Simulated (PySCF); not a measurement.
# C4H5F3O2: NMR shifts and electronic excitations in gas and solvents, part 2 of 2

PySCF 2.14.0. Atoms count from 0.

### Step 7. Shielding tensors: wB97X-D/pcSseg-1 in chloroform

Job settings and geometry (Å):

```
{"job": {"kind": "nmr", "xc": "wB97X-D", "basis": "pcSseg-1", "solvent": "chloroform", "pop": false}, "charge": 0, "multiplicity": 1}
C     -1.975701    -0.549103     0.642183
C     -1.232076     0.691604     0.208543
O      0.148392     0.638906     0.599192
C      0.963227    -0.047607    -0.179107
O      0.684331    -0.625409    -1.188569
C      2.390257     0.000466     0.396705
F      3.201032    -0.741517    -0.334689
F      2.842908     1.251605     0.402791
F      2.403415    -0.455282     1.646458
H     -3.044037    -0.444030     0.401656
H     -1.879961    -0.705274     1.726605
H     -1.594804    -1.437079     0.118178
H     -1.281803     0.826879    -0.882093
H     -1.620967     1.592719     0.700463
```

Method: GIAO wB97X-D/pcSseg-1 NMR shielding, non-relativistic, IEF-PCM chloroform.

Log:

```text
coarse grid: 12880 points
cycle   1  E = -604.7821833809  dE =  1.810e+00  |g| = 1.334e+00  |ddm| = 3.256e+00
cycle   2  E = -604.5878009347  dE =  1.944e-01  |g| = 1.798e+00  |ddm| = 1.552e+00
cycle   3  E = -605.0994520218  dE = -5.117e-01  |g| = 1.615e-01  |ddm| = 9.124e-01
cycle   4  E = -605.1026825132  dE = -3.230e-03  |g| = 9.418e-02  |ddm| = 1.213e-01
cycle   5  E = -605.1041113305  dE = -1.429e-03  |g| = 1.364e-02  |ddm| = 5.111e-02
cycle   6  E = -605.1041489854  dE = -3.765e-05  |g| = 4.338e-03  |ddm| = 1.182e-02
cycle   7  E = -605.1041537295  dE = -4.744e-06  |g| = 1.495e-03  |ddm| = 4.292e-03
final grid: 128920 points
cycle   8  E = -605.1951261776  dE = -2.030e-04  |g| = 6.542e-03  |ddm| = 3.706e-02
cycle   9  E = -605.1951299316  dE = -3.754e-06  |g| = 5.313e-03  |ddm| = 7.794e-03
cycle  10  E = -605.1951337616  dE = -3.830e-06  |g| = 9.459e-04  |ddm| = 2.773e-03
cycle  11  E = -605.1951338858  dE = -1.242e-07  |g| = 5.392e-04  |ddm| = 9.151e-04
cycle  12  E = -605.1951339369  dE = -5.116e-08  |g| = 1.524e-04  |ddm| = 4.010e-04
cycle  13  E = -605.1951339412  dE = -4.289e-09  |g| = 3.255e-05  |ddm| = 1.145e-04
cycle  14  E = -605.1951339416  dE = -3.470e-10  |g| = 1.176e-05  |ddm| = 5.364e-05
converged SCF energy = -605.1951339416

GIAO shielding tensors (ppm)
atom      isotropic    diamagn.    paramagn.     s11        s22        s33       span
  0 C      169.511     248.868     -79.357    150.387    174.005    184.142     33.755
  1 C      119.998     246.302    -126.304     78.178    115.203    166.611     88.433
  2 O      122.951     404.258    -281.307    -54.322    176.480    246.695    301.017
  3 C       19.063     254.184    -235.121    -80.994     65.995     72.187    153.182
  4 O      -80.508     404.483    -484.991   -336.019   -241.035    335.529    671.547
  5 C       65.082     244.517    -179.435     49.855     63.478     81.913     32.058
  6 F      276.163     467.778    -191.615    202.139    278.885    347.464    145.325
  7 F      266.948     471.124    -204.176    187.343    260.308    353.192    165.848
  8 F      267.622     472.747    -205.125    188.276    261.257    353.334    165.058
  9 H       30.215      27.716       2.498     26.250     26.878     37.517     11.266
 10 H       30.005      29.502       0.503     26.084     28.192     35.740      9.656
 11 H       29.727      31.081      -1.355     25.115     29.883     34.182      9.067
 12 H       26.711      31.329      -4.618     22.787     26.614     30.733      7.945
 13 H       27.313      29.413      -2.100     22.165     27.246     32.527     10.362
```

Wall time 77 s (1 thread, shared host).

In short: δ C3 166.2, C5 120.2, C1 65.3, C0 15.8, H12 4.35, H9 1.38 ppm (means over like atoms).

### Step 8. Excited states and response: CAM-B3LYP/def2-SVPD

The job, as its differences from that of step 7:

```diff
@@ -1,2 +1,2 @@
-{"job": {"kind": "nmr", "xc": "wB97X-D", "basis": "pcSseg-1", "solvent": "chloroform", "pop": false}, "charge": 0, "multiplicity": 1}
+{"job": {"kind": "uv", "xc": "CAM-B3LYP", "basis": "def2-SVPD", "dynamic": true, "nstates": 6, "ntriplets": 0}, "charge": 0, "multiplicity": 1}
 C     -1.975701    -0.549103     0.642183
```

With the program's defaults for keys left out, this is: TDDFT CAM-B3LYP/def2-SVPD, vertical, gas phase, core orbitals frozen in the response.

Log:

```text
coarse grid: 12880 points
cycle   1  E = -604.4084502063  dE =  1.732e+00  |g| = 1.275e+00  |ddm| = 5.045e+00
cycle   2  E = -604.0631210882  dE =  3.453e-01  |g| = 1.960e+00  |ddm| = 2.903e+00
cycle   3  E = -604.7061448821  dE = -6.430e-01  |g| = 2.266e-01  |ddm| = 1.825e+00
cycle   4  E = -604.7135139397  dE = -7.369e-03  |g| = 1.106e-01  |ddm| = 2.896e-01
cycle   5  E = -604.7156233486  dE = -2.109e-03  |g| = 1.682e-02  |ddm| = 1.063e-01
cycle   6  E = -604.7156770160  dE = -5.367e-05  |g| = 5.247e-03  |ddm| = 2.868e-02
cycle   7  E = -604.7156830755  dE = -6.060e-06  |g| = 1.716e-03  |ddm| = 8.095e-03
final grid: 128920 points
cycle   8  E = -604.8147681651  dE = -3.479e-05  |g| = 3.965e-03  |ddm| = 6.693e-02
cycle   9  E = -604.8147671606  dE =  1.004e-06  |g| = 4.813e-03  |ddm| = 1.097e-02
cycle  10  E = -604.8147713448  dE = -4.184e-06  |g| = 5.988e-04  |ddm| = 4.856e-03
cycle  11  E = -604.8147714026  dE = -5.780e-08  |g| = 3.005e-04  |ddm| = 8.468e-04
cycle  12  E = -604.8147714180  dE = -1.539e-08  |g| = 9.736e-05  |ddm| = 3.470e-04
cycle  13  E = -604.8147714200  dE = -2.010e-09  |g| = 1.734e-05  |ddm| = 1.134e-04
cycle  14  E = -604.8147714201  dE = -9.300e-11  |g| = 4.336e-06  |ddm| = 3.775e-05
converged SCF energy = -604.8147714201

Static polarisability (au): isotropic 58.337, principal 50.879 56.952 67.179

Singlet excitations
state   eV       nm        f      main configurations
  1   5.7298    216.4   0.00089   H->L 0.95
  2   7.9023    156.9   0.12367   H-1->L 0.92
  3   8.1946    151.3   0.00022   H-2->L 0.65, H-3->L 0.21
  4   8.7314    142.0   0.03992   H->L+1 0.75, H->L+4 0.10
  5   9.1265    135.9   0.01092   H-1->L+1 0.84
  6   9.1584    135.4   0.00773   H-3->L 0.48, H-2->L 0.26
```

Wall time 2.5 min (1 thread, shared host).

The orbitals next to the gap, with their largest atomic shares:

```csv
orbital,eV,atoms
HOMO−3,-12.62,"C0 26 %, O2 20 %, H9 12 %"
HOMO−2,-11.77,"C1 24 %, C0 19 %, O2 15 %"
HOMO−1,-11.06,"O2 41 %, O4 25 %, C0 10 %"
HOMO,-10.56,"O4 61 %, O2 10 %, C3 9 %"
LUMO,0.20,"C3 35 %, O4 30 %, O2 14 %"
LUMO+1,1.08,"C0 18 %, C1 15 %, C3 11 %"
LUMO+2,1.81,"C0 13 %, F7 11 %, C5 11 %"
```

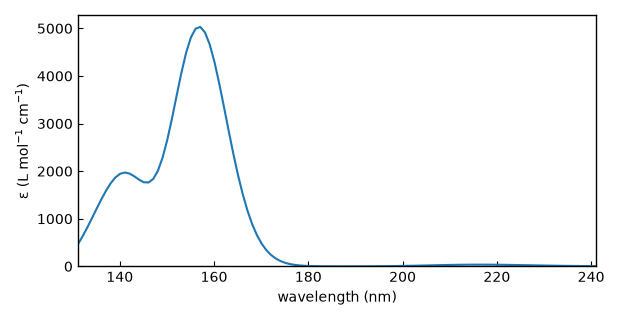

Absorption spectrum: each of the 6 states is a Gaussian band of 0.4 eV half-width at 1/e. Beyond the last state computed it falls off for lack of states.

Further results of this job:

```csv
property,computed
dipole moment (D),3.26
polarisability (Å³),8.64
HOMO–LUMO gap (eV),10.77
−ε(HOMO) (eV),10.56
C6 with itself (au),1772
```

### Step 9. Ultraviolet spectrum: CAM-B3LYP/def2-SVPD in chloroform

The job, as its differences from that of step 8:

```diff
@@ -1,2 +1,2 @@
-{"job": {"kind": "uv", "xc": "CAM-B3LYP", "basis": "def2-SVPD", "dynamic": true, "nstates": 6, "ntriplets": 0}, "charge": 0, "multiplicity": 1}
+{"job": {"kind": "uv", "xc": "CAM-B3LYP", "basis": "def2-SVPD", "solvent": "chloroform", "nstates": 6, "ntriplets": 0}, "charge": 0, "multiplicity": 1}
 C     -1.975701    -0.549103     0.642183
```

With the program's defaults for keys left out, this is: TDDFT CAM-B3LYP/def2-SVPD, vertical, IEF-PCM chloroform (non-equilibrium linear response), core orbitals frozen in the response.

Log:

```text
coarse grid: 12880 points
cycle   1  E = -604.4213140702  dE =  1.719e+00  |g| = 1.260e+00  |ddm| = 5.046e+00
cycle   2  E = -604.1303466064  dE =  2.910e-01  |g| = 1.868e+00  |ddm| = 2.883e+00
cycle   3  E = -604.7146442863  dE = -5.843e-01  |g| = 1.850e-01  |ddm| = 1.782e+00
cycle   4  E = -604.7192058150  dE = -4.562e-03  |g| = 1.009e-01  |ddm| = 2.496e-01
cycle   5  E = -604.7209529202  dE = -1.747e-03  |g| = 1.590e-02  |ddm| = 9.642e-02
cycle   6  E = -604.7210007320  dE = -4.781e-05  |g| = 4.628e-03  |ddm| = 2.564e-02
cycle   7  E = -604.7210055051  dE = -4.773e-06  |g| = 1.568e-03  |ddm| = 7.307e-03
final grid: 128920 points
cycle   8  E = -604.8200784000  dE = -3.494e-05  |g| = 3.898e-03  |ddm| = 6.724e-02
cycle   9  E = -604.8200777185  dE =  6.815e-07  |g| = 4.572e-03  |ddm| = 1.085e-02
cycle  10  E = -604.8200815034  dE = -3.785e-06  |g| = 5.146e-04  |ddm| = 4.742e-03
cycle  11  E = -604.8200815466  dE = -4.315e-08  |g| = 2.617e-04  |ddm| = 7.849e-04
cycle  12  E = -604.8200815586  dE = -1.207e-08  |g| = 8.875e-05  |ddm| = 3.228e-04
cycle  13  E = -604.8200815602  dE = -1.611e-09  |g| = 1.684e-05  |ddm| = 9.765e-05
cycle  14  E = -604.8200815603  dE = -8.754e-11  |g| = 3.849e-06  |ddm| = 3.545e-05
converged SCF energy = -604.8200815603

Static polarisability (au): isotropic 68.861, principal 60.411 69.207 76.965

Singlet excitations
state   eV       nm        f      main configurations
  1   5.7899    214.1   0.00107   H->L 0.92
  2   7.7257    160.5   0.16609   H-1->L 0.91
  3   8.0236    154.5   0.00029   H-2->L 0.70, H-3->L 0.12, H-4->L 0.10
  4   8.7919    141.0   0.04269   H->L+1 0.81, H->L+4 0.10
  5   8.9318    138.8   0.00387   H-3->L 0.47, H-2->L 0.23, H-4->L 0.13
  6   9.1590    135.4   0.01575   H-1->L+1 0.86
```

It took 2.1 min on 1 thread, shared host.

This run: HOMO -10.59 eV, LUMO 0.21 eV; lowest singlet 5.79 eV.

### Step 10. Excited states and response: CAM-B3LYP/def2-SVPD in methanol

The job, as its differences from that of step 9:

```diff
@@ -1,2 +1,2 @@
-{"job": {"kind": "uv", "xc": "CAM-B3LYP", "basis": "def2-SVPD", "solvent": "chloroform", "nstates": 6, "ntriplets": 0}, "charge": 0, "multiplicity": 1}
+{"job": {"kind": "uv", "xc": "CAM-B3LYP", "basis": "def2-SVPD", "solvent": "methanol", "nstates": 6, "ntriplets": 0}, "charge": 0, "multiplicity": 1}
 C     -1.975701    -0.549103     0.642183
```

With the program's defaults for keys left out, this is: TDDFT CAM-B3LYP/def2-SVPD, vertical, IEF-PCM methanol (non-equilibrium linear response), core orbitals frozen in the response.

Log:

```text
coarse grid: 12880 points
cycle   1  E = -604.4259684976  dE =  1.715e+00  |g| = 1.255e+00  |ddm| = 5.047e+00
cycle   2  E = -604.1525616890  dE =  2.734e-01  |g| = 1.837e+00  |ddm| = 2.882e+00
cycle   3  E = -604.7173841093  dE = -5.648e-01  |g| = 1.729e-01  |ddm| = 1.772e+00
cycle   4  E = -604.7212687069  dE = -3.885e-03  |g| = 9.723e-02  |ddm| = 2.386e-01
cycle   5  E = -604.7228899856  dE = -1.621e-03  |g| = 1.571e-02  |ddm| = 9.312e-02
cycle   6  E = -604.7229364676  dE = -4.648e-05  |g| = 4.428e-03  |ddm| = 2.468e-02
cycle   7  E = -604.7229408526  dE = -4.385e-06  |g| = 1.521e-03  |ddm| = 7.064e-03
final grid: 128920 points
cycle   8  E = -604.8220094562  dE = -3.498e-05  |g| = 3.882e-03  |ddm| = 6.739e-02
cycle   9  E = -604.8220088689  dE =  5.873e-07  |g| = 4.503e-03  |ddm| = 1.082e-02
cycle  10  E = -604.8220125411  dE = -3.672e-06  |g| = 4.904e-04  |ddm| = 4.718e-03
cycle  11  E = -604.8220125807  dE = -3.961e-08  |g| = 2.471e-04  |ddm| = 7.688e-04
cycle  12  E = -604.8220125917  dE = -1.100e-08  |g| = 8.402e-05  |ddm| = 3.166e-04
cycle  13  E = -604.8220125931  dE = -1.427e-09  |g| = 1.691e-05  |ddm| = 9.087e-05
cycle  14  E = -604.8220125932  dE = -8.163e-11  |g| = 3.718e-06  |ddm| = 3.514e-05
converged SCF energy = -604.8220125932

Static polarisability (au): isotropic 73.690, principal 65.118 74.730 81.222

Singlet excitations
state   eV       nm        f      main configurations
  1   5.8192    213.1   0.00106   H->L 0.88
  2   7.7018    161.0   0.15966   H-1->L 0.88
  3   7.9659    155.6   0.00030   H-2->L 0.72, H-4->L 0.10, H-3->L 0.10
  4   8.8080    140.8   0.04078   H->L+1 0.81, H->L+4 0.09
  5   8.8681    139.8   0.00396   H-3->L 0.47, H-2->L 0.21, H-4->L 0.15
  6   9.1651    135.3   0.01353   H-1->L+1 0.84
```

It took 2 min on 1 thread, shared host.

This run: HOMO -10.61 eV, LUMO 0.20 eV; lowest singlet 5.82 eV.

### Step 11. Run by run: NMR shifts

Shifts (ppm) of some atoms, chosen among heavy atoms and hydrogens apart, means over like atoms, with basis size and wall time (the measured row can stand on another reference than the computed rows):

```
                             run     C5    C1   H12    H9     O4     O2     F6  functions  time
     PBE0/pcSseg-1 in chloroform  120.1  65.2  4.38  1.37  423.6  223.6  -87.5        178  70 s
       PBE0/pcSseg-1 in methanol  120.4  65.8  4.43  1.37  420.0  227.2  -87.1        178  60 s
PBE0/pcSseg-1 in tetrahydrofuran  120.2  65.4  4.40  1.37  422.2  225.1  -87.4        178  64 s
     WP04/pcSseg-1 in chloroform  124.0  69.6  4.35  1.41  413.0  223.9  -83.3        178  60 s
  wB97X-D/pcSseg-1 in chloroform  120.2  65.3  4.35  1.38  420.1  216.7  -80.8        178  77 s
                        measured      –     –     –     –      –      –  -74.0          –     –
```

Measured: Wikipedia, Fluorine-19 nuclear magnetic resonance spectroscopy.

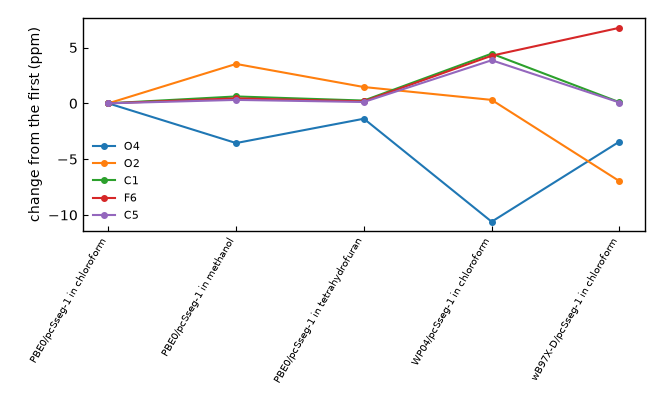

How five of the tabulated atoms move from run to run.

### Step 12. Comparing the runs: electronic excitations

Excitations and ground-state properties, with basis size and wall time:

```
                              run  lowest singlet (eV)  brightest (eV)      f  gap (eV)  α (Å³)  μ (D)  functions     time
              CAM-B3LYP/def2-SVPD                 5.73            7.90  0.124     10.77    8.64   3.26        235  2.5 min
CAM-B3LYP/def2-SVPD in chloroform                 5.79            7.73  0.166     10.80   10.20   3.74        235  2.1 min
  CAM-B3LYP/def2-SVPD in methanol                 5.82            7.70  0.160     10.81   10.92   3.90        235    2 min
```

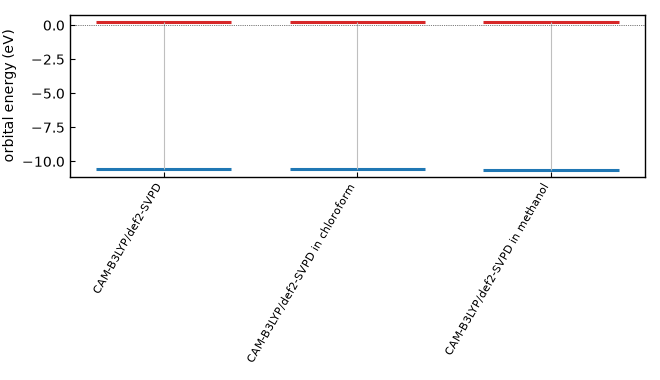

HOMO (blue) and LUMO (red) run by run.

The continuum's effect on the ground state:

```csv
solvent,ε,polarisation energy (Eh),μ (D)
chloroform,4.71,-0.0058,3.74
methanol,32.61,-0.0082,3.90
```

### Step 13. Results

This closing draws on all 2 parts.

```
                                                                             quantity                         value
                                                                          point group                            C1
                                                 rotational constants (main isotopes)          3.17, 1.01, 0.95 GHz
                                   13C shifts against TMS (PBE0/pcSseg-1, chloroform)  165.2, 120.1, 65.2, 15.4 ppm
   1H shifts against TMS (PBE0/pcSseg-1, chloroform, means over atoms taken as alike)                4.38, 1.37 ppm
                                   17O shifts against H2O (PBE0/pcSseg-1, chloroform)              423.6, 223.6 ppm
19F shifts against CFCl3 (PBE0/pcSseg-1, chloroform, means over atoms taken as alike)                     -87.5 ppm
                                             measured, and computed on the same scale         F6 δ -74.0, -87.5 ppm
                                                 lowest singlet (CAM-B3LYP/def2-SVPD)   5.73 eV (216 nm), f = 0.001
                                             brightest single state of those computed   state 2, 7.90 eV, f = 0.124
                                        range of the shift of O4 (PBE0/pcSseg-1 runs)            420.0 to 423.6 ppm
                                                          range of the lowest singlet               5.73 to 5.82 eV
```

In words: Over 16 steps the energy fell by 0.046 eV; of the close pairs, C3–C5 changed most, 1.560 to 1.540 Å. The most deshielded hydrogen is H12, H13 (mean) (hydrogen on an sp3 CH2 bonded to O), at 4.38 ppm: its carbon carries O, an electronegative neighbour. At PBE0/pcSseg-1: The largest span, 672 ppm, is at O4, where the paramagnetic term is -486 ppm. The one measured 19F shift is missed by -13.5 ppm (computed less measured, unscaled). Vibration and temperature are missing from the calculation, and it holds one conformer, so part of the miss against the measured shifts is not the functional's. The first singlet state (HOMO→LUMO 0.95) lies at 5.73 eV and is dark; of the 6 states computed, the strongest absorption comes from state 2 at 7.90 eV. At one level, PBE0/pcSseg-1: In ppm, O4 moves most: its shift spreads over 3.6 ppm, from 420.0 (PBE0/pcSseg-1 in methanol) to 423.6 (PBE0/pcSseg-1 in chloroform). The lowest singlet runs from 5.73 eV (CAM-B3LYP/def2-SVPD) to 5.82 eV (CAM-B3LYP/def2-SVPD in methanol), while the orbital gap spans 10.77 to 10.81 eV. The lowest state need not be the same one in every run. The continuum holds electrostatics alone: no hydrogen bonds to the solvent, and the gas-phase geometry is kept.
